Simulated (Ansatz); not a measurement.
# Ti (Ti, dhcp): the cost of one run

Computed with Ansatz 0.2.0 (DFT m-r2SCAN, plane waves (500 eV) with PAW, scalar-relativistic; PBE-made PAW files; m-r²SCAN is r²SCAN on the gauge-invariant kinetic-energy density, unless a step says otherwise).

## 1. The starting structure

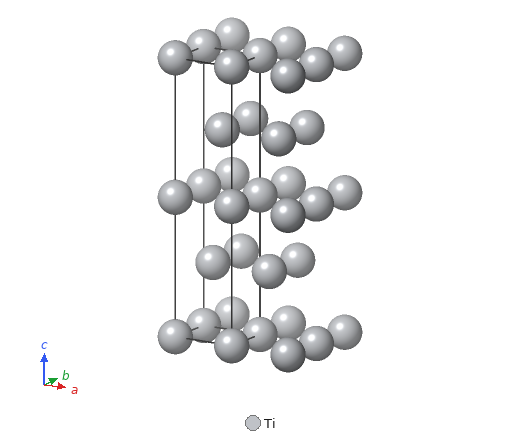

The structure, seen slightly off an axis (titanium light grey). 2×2×1 cells are drawn. Any atoms on the faces are drawn again on the opposite ones.

Coordinates:

```
CELL_PARAMETERS angstrom
2.92294 0.00000 0.00000
-1.46147 2.53134 0.00000
0.00000 0.00000 9.54632
ATOMIC_POSITIONS crystal
Ti 0.00000 0.00000 0.00000
Ti 0.00000 0.00000 0.50000
Ti 0.33333 0.66667 0.25000
Ti 0.66667 0.33333 0.75000
```

Starting moments (μB): +1 ×4.

## 2. Relaxation of the cell

input.yaml

```yaml
crystal:
  lattice:
    - [2.9229395509, 0.0, 0.0]
    - [-1.4614697754, 2.5313399048, 0.0]
    - [0.0, 0.0, 9.5463205732]
  atoms:
    - { symbol: Ti, position: [0.0, 0.0, 0.0], spin: 1.0 }
    - { symbol: Ti, position: [0.0, 0.0, 0.5], spin: 1.0 }
    - { symbol: Ti, position: [0.3333333333, 0.6666666667, 0.25], spin: 1.0 }
    - { symbol: Ti, position: [0.6666666667, 0.3333333333, 0.75], spin: 1.0 }
hamiltonian:
  xc: mr2scan
  pseudopotentials:
    kind: paw
    azcp:
      Ti: "pseudopotentials/Ti.paw.azcp"
basis:
  ecutwfc: 500
  fft_grid_basis: typed
kpoints:
  mp_grid: { grid: [12, 12, 4], shift: [0, 0, 0] }
magnetization:
  spin_polarized: true
scf:
  occupations: { method: fermi_dirac, width: 0.05 }
relax:
  max_steps: 60
  f_tol: 0.01
  cell: {}
```

Started as:

```console
> ansatz run input.yaml --threads 2 --pin off --max-ram 6144MiB --backend cpu --events-out ev --progress --plain --runs-dir out
```

What time and memory should one allow on 2 threads of Arm Neoverse V1, shared host?

About 2.1 min, with a peak of 0.7 GiB.
